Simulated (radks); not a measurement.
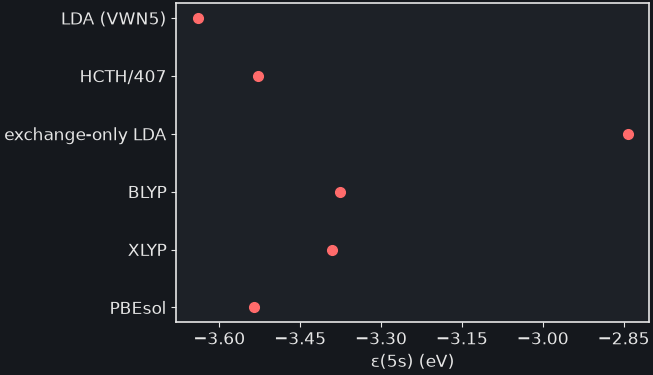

Atomic strontium (Sr) in the configuration [Kr] 5s2. All runs are scalar-relativistic and spherical, computed with the in-house radial solver radks. The plot shows the eigenvalue (eV) of the 5s orbital by 6 methods.

### How much do the methods differ, and in which order?

The deepest is LDA (VWN5) (−3.64) and the shallowest exchange-only LDA (−2.84), a spread of 0.797 eV. In order (eV): LDA (VWN5) (−3.64), PBEsol (−3.54), HCTH/407 (−3.53), XLYP (−3.39), BLYP (−3.38), exchange-only LDA (−2.84). The measured ionisation energy (NIST) is 5.69 eV, and minus the eigenvalue comes closest to it for LDA (VWN5).
